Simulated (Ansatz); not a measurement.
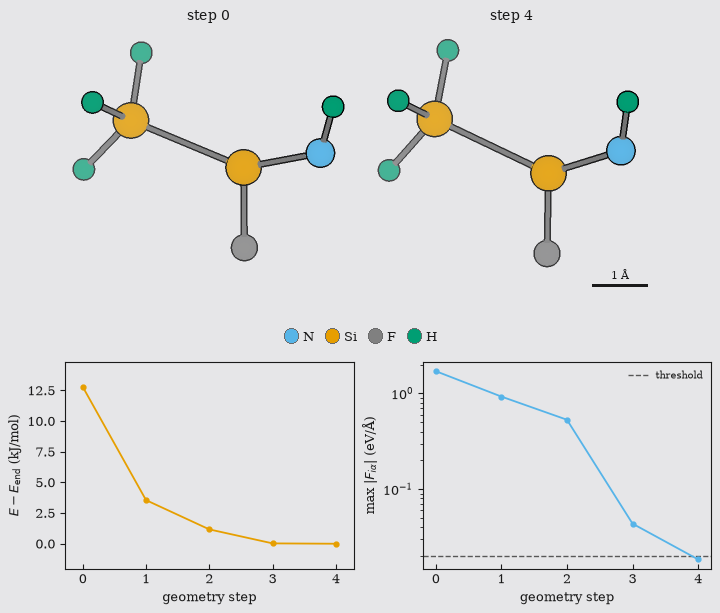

First and last geometry of a relaxation of Si2NH4F, with the history of the run. A ball-and-stick model, seen at a tilt.

The run prepares the start of a later molecular dynamics calculation, from a guessed geometry.

These are results of RKS B3LYP/def2-SVP in Ansatz, not measurements. Settings: no spin polarisation; force threshold 0.02 eV/Å; at most 40 steps.

> Read the history and describe the run.

It converged. Over 4 geometry steps the energy falls by 12.8 kJ/mol. Largest force component: 1.7 eV/Å at the start, 0.018 eV/Å at the end. An H atom moves most after the best rigid fit: 0.18 Å. By element the largest moves are H 0.18 Å, F 0.12 Å, Si 0.12 Å, N 0.06 Å. Among the contacts that change: Si–Si 2.297 → 2.359 Å, N–Si 1.614 → 1.593 Å, H–Si 1.471 → 1.491 Å, F–Si 1.613 → 1.622 Å. Bond angles that change, for instance: N–Si–Si 145.8° → 136.4°, N–Si–F 109.3° → 117.1°, Si–Si–H 114.9° → 109.6°. Cost: 10 s on 2 threads of Arm Neoverse N1, with other jobs on the host, peak memory 0.14 GiB.
